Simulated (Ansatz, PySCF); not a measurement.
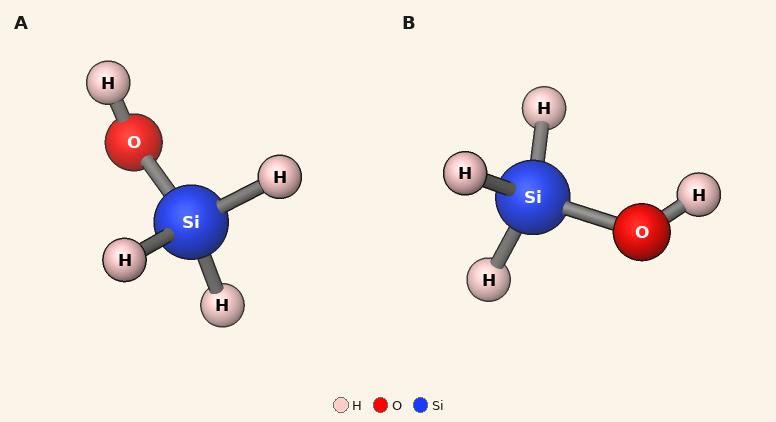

2 stationary structures of one formula. Geometries: PBE0-D4/def2-TZVP. Electronic energies: CCSD(T)/CBS (MP2 limit from def2-TZVPP and def2-QZVPP plus CCSD(T) − MP2) (Ansatz 0.2.0), without zero-point energy. No frequency run is at hand to confirm each as a minimum.

> Which structure is the most stable?

A is lowest (Cs, a minimum); B lies 1.5 kcal/mol above it (Cs).
